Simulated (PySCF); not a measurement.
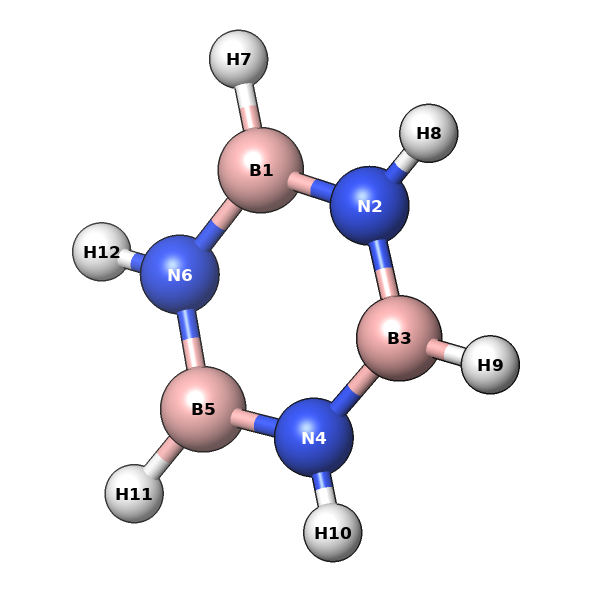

The geometry was computed by an optimisation with GFN2-xTB. No frequency run is at hand to confirm it as a minimum. Level of theory: B3LYP/pcJ-1 indirect spin-spin coupling, non-relativistic, gas phase (PySCF 2.14.0). Isotopes: 11B, 1H, 15N.

Give the spin–spin coupling constants of these pairs, with the number of bonds between them: N2/B3, B5/N6, N4/H9, N6/H11, N2/B5, N4/H8, N6/H10.

| pair | bonds apart | J (Hz) |
| --- | --- | --- |
| N2, B3 | 1 | −25.8 |
| B5, N6 | 1 | −25.8 |
| N4, H9 | 2 | −4.3 |
| N6, H11 | 2 | −4.3 |
| N2, B5 | 3 | −2.7 |
| N4, H8 | 3 | −4.1 |
| N6, H10 | 3 | −4.1 |

The geometry is semi-empirical. Around B such bond lengths and angles can be off by a tenth of an ångström or more and by several degrees, and values that hang on the shape move with them.
